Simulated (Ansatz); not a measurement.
# Lattice dynamics of ScF3 (Pm-3m)

The cell of ScF3 (Pm-3m) is at rest. What are its phonons?

Main program and level: Ansatz 0.2.0; DFT LDA, scalar-relativistic, plane waves, PAW.

## Step 1: Set-up

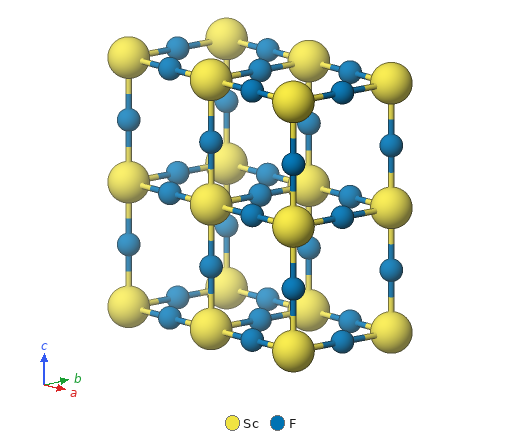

Start, viewed from a free direction; scandium yellow, fluorine blue. 2×1×2 cells are drawn. Some periodic images of atoms are drawn too.

## Step 2: Modes at Γ

The cell comes from relaxations at this level that are not shown. The zone centre is the only wavevector solved here; it holds the modes that light can see, as far as symmetry allows. The response to a homogeneous field gives the Born charges and the dielectric tensor, and its change with displacement the Raman tensors.

input.yaml

```yaml
crystal:
  lattice:
    - [3.9728884794, 0.0, 0.0]
    - [0.0, 3.9728884794, 0.0]
    - [0.0, 0.0, 3.9728884794]
  atoms:
    - { symbol: Sc, position: [0.0, 0.0, 0.0] }
    - { symbol: F, position: [0.5, 0.0, 0.0] }
    - { symbol: F, position: [0.0, 0.5, 0.0] }
    - { symbol: F, position: [0.0, 0.0, 0.5] }
kpoints:
  mp_grid: { grid: [8, 8, 8] }
hamiltonian:
  xc: lda
scf:
  occupations: { method: fixed }
output:
  eigenvalues: true
phonons:
  method: dfpt
  dielectric: true
  rigid_motions: translations
  raman: true
```

The run is started by

```
ansatz run input.yaml --threads 4 --pin off --max-ram 7168MiB --backend cpu --events-out ev --progress --plain --runs-dir out
```

Numbers of over 12 decimals in the logs are rounded to 6 here.

The log of the run:

```text
Engine: ansatz 0.2.0, aarch64-unknown-linux-gnu
Pseudopotentials: kind: paw
Pseudopotential: Sc, paw, valence charge 11, recommended cutoff 420 eV (normal), Sc.paw.azcp
Pseudopotential: F, paw, valence charge 7, recommended cutoff 420 eV (normal), F.paw.azcp
Functional definition: SPW92
  exchange = slater_x
  correlation = pw_c
Crystal: 4 atoms, lattice volume = 62.707 Å³
Basis set: ecut = 420 eV, 1237 PW (Γ), exchange–correlation on 54×54×54 points (8 copies of the dense FFT grid, shifted against one another)
Bands: 20, of which v1, the nominal top of the filled ones, is band 16 counted from 1 (15 counted from 0)
Symmetry: 48 space group operations
k-points: 170 of 512 (irreducible under 2 space group operations, time reversal used)
Non-local potential: Sc, projectors of the file, l = 0: 3, l = 1: 2, l = 2: 3, l = 3: 1
Non-local potential: F, projectors of the file, l = 0: 2, l = 1: 2, l = 2: 1
PAW form: soft (Blöchl's): semilocal exchange-correlation on the pseudo side does not see the compensation charge
PAW frozen core: Sc, regenerated for the run's functional, and the local potential with it (the file was generated under x = pbe(κ = 0.804, μ = 0.219515), c = pbe(β = 0.066725))
PAW frozen core: F, regenerated for the run's functional, and the local potential with it (the file was generated under x = pbe(κ = 0.804, μ = 0.219515), c = pbe(β = 0.066725))
PAW one-centre angular grid: Sc, 590 points (default); XC on 64 Gauss nodes
PAW one-centre angular grid: F, 110 points (default); XC on 64 Gauss nodes
Initial density: superposition of atomic densities (neutral atoms: chi_scale 0, normalization atom), corrected by the library's trained network
Initial wavefunctions: pseudopotential atomic-orbital guess
Functional: x = slater, c = lda
SCF iter   1: F=—  HF=-4477.845860 eV  |F-HF|=—  |Δ(HF+E_count)|=         —  Δρ=1.84e-2  dr2=1.52e-1  ethr=1.77e-3  ⟨swp⟩=3.6  Hψ=14073  notcnv=0  defer=206
preconditioner: auto → Resta (q_TF=auto, 2.439 Å⁻¹)  ε∞=3.3  [insulator: Δε(μ)=6.054 eV  Ē_g=17.120 eV  n_scr=18 (ndim 8)  ℏωp=25.7 eV  f_vac=0.285  ε∞_Penn≈3.3]
SCF iter   2: F=—  HF=-4477.806455 eV  |F-HF|=—  |Δ(HF+E_count)|=   3.94e-2  Δρ=5.86e-3  dr2=8.32e-3  ethr=4.76e-4  ⟨swp⟩=2.0  Hψ=6665  notcnv=0  defer=273
SCF iter   3: F=—  HF=-4477.803993 eV  |F-HF|=—  |Δ(HF+E_count)|=   2.46e-3  Δρ=1.94e-3  dr2=1.28e-3  ethr=2.60e-5  ⟨swp⟩=2.0  Hψ=5326  notcnv=0  defer=290
SCF iter   4: F=—  HF=-4477.803607 eV  |F-HF|=—  |Δ(HF+E_count)|=   3.87e-4  Δρ=3.17e-4  dr2=4.82e-5  ethr=4.01e-6  ⟨swp⟩=2.6  Hψ=6227  notcnv=0  defer=319
SCF iter   5: F=—  HF=-4477.803603 eV  |F-HF|=—  |Δ(HF+E_count)|=   3.52e-6  Δρ=3.86e-5  dr2=1.26e-6  ethr=1.51e-7  ⟨swp⟩=2.0  Hψ=5077  notcnv=0  defer=18
SCF iter   6: F=—  HF=-4477.803605 eV  |F-HF|=—  |Δ(HF+E_count)|=   1.46e-6  Δρ=1.18e-5  dr2=1.15e-7  ethr=3.92e-9  ⟨swp⟩=2.4  Hψ=5213  notcnv=0  defer=8
SCF iter   7: F=—  HF=-4477.803605 eV  |F-HF|=—  |Δ(HF+E_count)|=   1.21e-7  Δρ=2.74e-6  dr2=5.62e-9  ethr=3.59e-10  ⟨swp⟩=2.4  Hψ=5777  notcnv=0  defer=8
SCF iter   8: F=-4477.803605 eV  HF=-4477.803605 eV  |F-HF|=6.55e-11  |Δ(HF+E_count)|=   1.67e-8  Δρ=3.82e-7  dr2=6.22e-11  ethr=1.00e-12  ⟨swp⟩=6.1  Hψ=20623  notcnv=0
SCF 1 converged in 8 iterations: F = -4477.803605 eV  dr2 = 6.22e-11
  greatest PAW one-centre occupation: 0.998 electrons in one spin orbital (limit 2), on the Sc atom at site 0 (counted from 0), in its partial waves of l = 0
DFPT response loops at Γ: preconditioner auto → none (the input reference at scf.mixing.eps_inf says where Resta's filter doesn't serve); β = 0.50; Broyden in place of MSR1
── the response to a field inside a basis, on 8×8×8 k-points: an SCF that follows is theirs, and a resumed run solves both again ──
Bands: 17, of which v1, the nominal top of the filled ones, is band 16 counted from 1 (15 counted from 0)
k-points: 20 of 512
Initial density: handed on by an earlier stage of this run
Initial wavefunctions: pseudopotential atomic-orbital guess (no wavefunctions were taken with the density)
Eigensolver: Dense (20 Hₖ)
SCF iter   1: F=—  HF=-4477.806210 eV  |F-HF|=—  |Δ(HF+E_count)|=         —  Δρ=8.29e-4  dr2=7.57e-5  ethr=1.00e-1
preconditioner: auto → Resta (q_TF=auto, 2.439 Å⁻¹)  ε∞=3.4  [insulator: Δε(μ)=6.459 eV  Ē_g=16.598 eV  n_scr=18 (ndim 8)  ℏωp=25.7 eV  f_vac=0.281  ε∞_Penn≈3.4]
SCF iter   2: F=—  HF=-4477.806177 eV  |F-HF|=—  |Δ(HF+E_count)|=   3.25e-5  Δρ=3.14e-4  dr2=2.22e-5  ethr=2.37e-7
SCF iter   3: F=—  HF=-4477.806171 eV  |F-HF|=—  |Δ(HF+E_count)|=   5.84e-6  Δρ=1.57e-4  dr2=2.66e-6  ethr=6.93e-8
SCF iter   4: F=—  HF=-4477.806170 eV  |F-HF|=—  |Δ(HF+E_count)|=   1.13e-6  Δρ=6.82e-6  dr2=2.90e-8  ethr=8.33e-9
SCF iter   5: F=—  HF=-4477.806170 eV  |F-HF|=—  |Δ(HF+E_count)|=   6.32e-9  Δρ=1.86e-6  dr2=3.70e-9  ethr=9.07e-11
SCF iter   6: F=—  HF=-4477.806170 eV  |F-HF|=—  |Δ(HF+E_count)|=  6.18e-10  Δρ=4.04e-7  dr2=1.61e-10  ethr=1.16e-11
SCF iter   7: F=-4477.806170 eV  HF=-4477.806170 eV  |F-HF|=1.64e-11  |Δ(HF+E_count)|=  1.96e-10  Δρ=1.01e-7  dr2=6.59e-12  ethr=1.00e-12
SCF 1 converged in 7 iterations: F = -4477.806170 eV  dr2 = 6.59e-12
DFPT response loops at Γ: mixed as the last ones told, above
DFPT response loops at Γ: mixed as the last ones told, above
DFPT response loops at Γ: mixed as the last ones told, above
SCF converged after 8 iterations
Free energy (F): -4477.803605 eV
Harris-Foulkes:  -4477.803605 eV  (|F-HF|=6.55e-11)
Internal energy: -4477.803605 eV  (E = F + TS)
E sigma→0 (E₀):  -4477.803605 eV
Fermi energy:    -0.378234 eV
--- Per-component energies (eV) ---
  E_band       = -389.211428
  E_kinetic    = 878.511452
  E_local      = -3346.646575  (includes V_loc(G=0)·N_el)
  E_nonlocal   = 307.732052
  E_hartree    = 1259.607111
  E_xc         = -338.016993
  E_vxc        = -432.650434  (∫ρ·V_xc dr)
  E_paw        = -1470.936588  (= ΣΔE_a)
  E_vpaw       = -315.378102  (= ΣTr[D̂ρ^β])
  E_aug_tail   = 0.006079  (compensation charges beyond the density's cutoff)
  E_ewald      = -1768.704822
  E_core_change = 0.644678  (= ΣΔE_core)
  E_smearing   = -0.000000  (= −TS)
  E_closure    = 0.000000  (closes the sum)
  Σ components = -4477.803605   (vs F -4477.803605, Δ=0.00e0)
--- Band table (eV; the first three rows and the last of 170) ---
  k-point 0: bands = [... 12 lower, -0.9946, -0.9203, -0.9203, -0.9203, 5.9848, 5.9848, 5.9848, 7.3323]
  k-point 1: bands = [... 12 lower, -1.0593, -1.0150, -0.9366, -0.9366, 5.9912, 6.1281, 6.1281, 7.5427]
  k-point 2: bands = [... 12 lower, -1.2550, -1.0623, -0.9409, -0.9409, 6.0070, 6.4721, 6.4721, 7.8973]
  k-point 169: bands = [... 12 lower, -2.7830, -0.3782, -0.3782, -0.3782, 7.7329, 7.7329, 7.7329, 10.7990]
--- Phonons (Γ-DFPT): 3 representative perturbations + reference, on 170 of 512 k-points (Σ response iterations 10) ---
  k mesh reduced under 2 symmetry operations, with k and −k counted as one. Each operation leaves every solved perturbation unchanged. A smaller set is not considered because the run solves the response to a homogeneous field
  ASR residual: 2.417e-4 → 0.000e0 eV/Å²; symmetrization residual: 2.952e-6 eV/Å²
  ASR residual per site (eV/Å²): 2.42e-4 2.12e-4 2.12e-4 2.12e-4
  Γ frequencies (cm⁻¹): 0.00 0.00 0.00 124.10 124.10 124.10 187.51 187.51 187.51 487.73 487.73 487.73
  ε∞ (high-frequency dielectric tensor):
        2.276556    -0.000000     0.000000
       -0.000000     2.276556     0.000000
        0.000000     0.000000     2.276556
  ε⁰ (static dielectric tensor: ions relaxed, cell fixed):
        7.952043    -0.000000     0.000000
       -0.000000     7.952043     0.000000
        0.000000     0.000000     7.952043
  ε⁰ − ε∞ (ionic part):
        5.675487    -0.000000     0.000000
       -0.000000     5.675487     0.000000
        0.000000     0.000000     5.675487
  softest optical mode at Γ: 124.10 cm⁻¹; the repairs (sum rule, projections) moved no ω² at Γ by more than (1.88 cm⁻¹)²
  Born effective charges Z* (e; rows j = field, columns β = displacement):
    site 0:
         3.97803   -0.00000    0.00000
        -0.00000    3.97803    0.00000
         0.00000   -0.00000    3.97803
    site 1:
        -2.69888    0.00000    0.00000
         0.00000   -0.63958    0.00000
         0.00000   -0.00000   -0.63958
    site 2:
        -0.63958   -0.00000    0.00000
         0.00000   -2.69888    0.00000
         0.00000   -0.00000   -0.63958
    site 3:
        -0.63958    0.00000    0.00000
        -0.00000   -0.63958    0.00000
         0.00000    0.00000   -2.69888
  Z* charge neutrality: 3.024e-5 e pre-enforcement
  k-mesh period / interband length: 31.8 Å / 1.09 Å = 29.05 at k = (0.0000, 0.0000, 0.0000), direct gap 6.905 eV — 14 or more, which is no proof of convergence
  Raman tensors (in the event stream and the table raman_tensors.tsv): an entry may err by 2.9e-4 Å², one of the second-order susceptibility by 4.2e-20 pm/V (basis, points and sum rule); their sum over the sites missed zero by 5.264e-21 Å² ahead of its enforcement
  optical modes at Γ without the LO–TO term, one row a degenerate level:
      ω (cm⁻¹)  modes    IR ((D/Å)²/amu)  static Raman (Å⁴/amu)  depolarisation
        124.10      3             0.0000                 0.0000               —
        187.51      3            11.3083                 0.0000               —
        487.73      3            42.5711                 0.0000               —
  optical modes at Γ + LO–TO along q̂ = [1.0000, 0.0000, 0.0000]:
      ω (cm⁻¹)  modes    IR ((D/Å)²/amu)  static Raman (Å⁴/amu)  depolarisation
        124.10      3             0.0000                 0.0000               —
        187.51      2             7.5389                 0.0000               —
        246.56      1             0.7237                 0.0000               —
        487.73      2            28.3808                 0.0000               —
        693.23      1            17.2361                 0.0000               —
  optical modes at Γ + LO–TO along q̂ = [0.0000, 1.0000, 0.0000]:
      ω (cm⁻¹)  modes    IR ((D/Å)²/amu)  static Raman (Å⁴/amu)  depolarisation
        124.10      3             0.0000                 0.0000               —
        187.51      2             7.5389                 0.0000               —
        246.56      1             0.7237                 0.0000               —
        487.73      2            28.3808                 0.0000               —
        693.23      1            17.2361                 0.0000               —
  optical modes at Γ + LO–TO along q̂ = [0.0000, 0.0000, 1.0000]:
      ω (cm⁻¹)  modes    IR ((D/Å)²/amu)  static Raman (Å⁴/amu)  depolarisation
        124.10      3             0.0000                 0.0000               —
        187.51      2             7.5389                 0.0000               —
        246.56      1             0.7237                 0.0000               —
        487.73      2            28.3808                 0.0000               —
        693.23      1            17.2361                 0.0000               —
```

Wall time 3.9 min (4 threads of Arm Neoverse N1, shared host); peak memory 1 GiB.

This step gave:

* gap on the k-mesh: 6.363 eV
* volume per atom: 15.68 Å³
* sum-rule residual before enforcement: 2.42e-4 eV/Å²
* miss of the charge sum rule: 3.02e-5 e
* point group: m-3m
* highest optical mode at the zone centre (no LO-TO term): 487.7 cm⁻¹
* lowest optical zone-centre mode: 124.1 cm⁻¹
* mean high-frequency dielectric constant: 2.277
* largest Born charge (third of the trace): 3.978 e
* mean static dielectric constant: 7.952
* top of the zone-centre spectrum with the field: 693.2 cm⁻¹

Without the LO-TO term. Patterns of degenerate modes are one choice out of their space. Modes at Γ, with each element's share of the kinetic energy:

```csv
mode,frequency (cm⁻¹),symmetry,Sc %,F %
1,0.0,acoustic,44,56
2,0.0,acoustic,44,56
3,0.0,acoustic,44,56
4,124.1,T2u,0,100
5,124.1,T2u,0,100
6,124.1,T2u,0,100
7,187.5,T1u,36,64
8,187.5,T1u,36,64
9,187.5,T1u,36,64
10,487.7,T1u,20,80
11,487.7,T1u,20,80
12,487.7,T1u,20,80
```

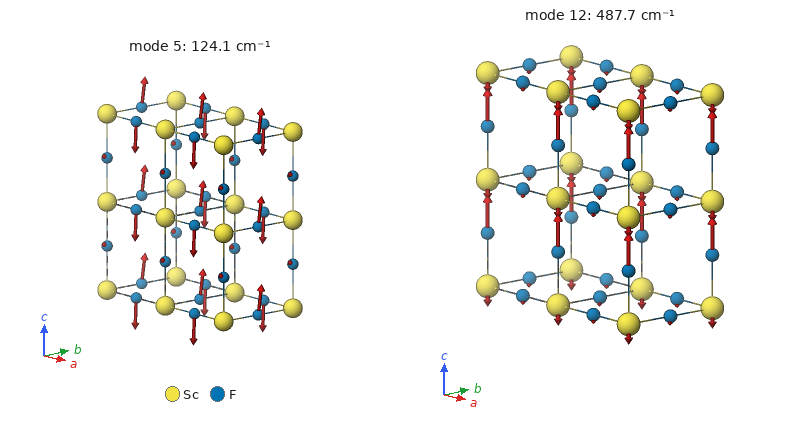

Displacement patterns of modes 5 and 12 at Γ; arrows are exaggerated. 2×1×2 cells are drawn. Some periodic images of atoms are drawn too.

Optical modes at the zone centre, without and with the macroscopic field of the longitudinal modes; each column is sorted by frequency, so a row need not hold one and the same mode. Modes with and without the field, by row:

```csv
rank among optical modes,no field (cm⁻¹),"q along (1, 0, 0) (cm⁻¹)"
1,124.1,124.1
2,124.1,124.1
3,124.1,124.1
4,187.5,187.5
5,187.5,187.5
6,187.5,246.6
7,487.7,487.7
8,487.7,487.7
9,487.7,693.2
```

Born charge (rows field, columns displacement) (e), principal values of the symmetric part by kind of site:

```
atom  atoms with these values    low  middle   high   mean
 Sc1                        1   3.98    3.98   3.98   3.98
  F2                        3  -2.70   -0.64  -0.64  -1.33
```

In full for Sc1:

```
3.98 0.00 0.00
0.00 3.98 0.00
0.00 0.00 3.98
```

High-frequency dielectric tensor:

```
2.28 0.00 0.00
0.00 2.28 0.00
0.00 0.00 2.28
```

Static dielectric tensor (ions relaxed, fixed cell):

```
7.95 0.00 0.00
0.00 7.95 0.00
0.00 0.00 7.95
```

Transverse modes. Infrared lines, with heights relative to the strongest:

```
position (cm⁻¹)  label  relative intensity
            124    T2u                 0.0
            188    T1u                  27
            488    T1u                 100
```

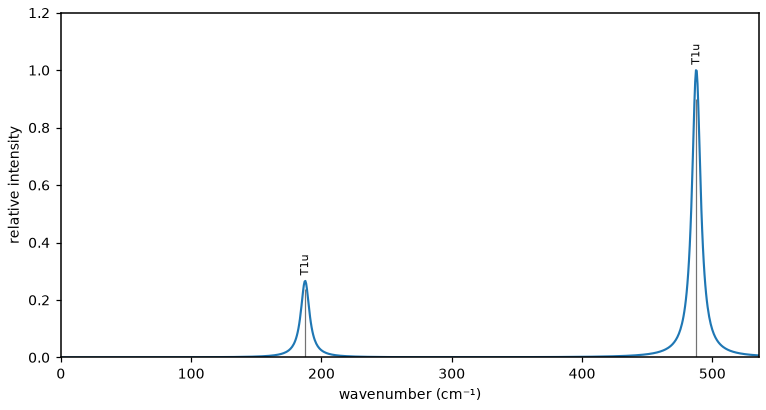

The infrared spectrum, broadened with Lorentzians of width 8 cm⁻¹; bars mark the lines.

Before it was imposed, the acoustic sum rule was missed by 2.4e-4 eV/Å² and the charge sum rule by 3.0e-5 e. Small misses are needed for a sound result but don't prove that mesh and cutoff are converged. The lowest optical mode is real, 124 cm⁻¹.

## Step 3: Results

| Item | Value |
| --- | --- |
| space group (within 0.01 Å) | Pm-3m |
| volume per atom | 15.7 Å³ |
| gap on the k-mesh | 6.36 eV |
| highest optical mode at the zone centre (no LO-TO term) | 488 cm⁻¹ |
| top of the zone-centre spectrum with the field | 693 cm⁻¹ |
| lowest optical zone-centre mode | 124 cm⁻¹ |
| mean high-frequency dielectric constant | 2.28 |
| mean static dielectric constant | 7.95 |
| largest Born charge (third of the trace) | 3.98 e |
| imaginary modes at Γ (the only wavevector solved) | none |

In words: The structure is stable against zone-centre distortions, since no mode there is imaginary; runs at other wavevectors are not part of this account. Without the field, the optical modes at Γ span 124 to 488 cm⁻¹. The dispersion is not part of this account. The highest mode in this list at Γ, 487.7 cm⁻¹, is mostly motion of F (80 % of the kinetic energy). With the macroscopic field of the longitudinal modes the top of the zone-centre spectrum lies at 693 cm⁻¹, against 488 cm⁻¹ without it. Lattice motion raises the mean dielectric constant from 2.277 to 7.952. The strongest infrared line is at 488 cm⁻¹. No mode is Raman active to first order. These are harmonic frequencies at zero temperature: anharmonic shifts, linewidths and thermal expansion are left out.

[Logs are printed without paths, hosts, clocks, repeated set-up lines and the standing remarks that a program may print on its own settings, such as how far it seeks lower states.]

[Hosts, paths, dates, database ids (printed as entryN), source tags and the programs' standing remarks are cut or masked in the printed files.]
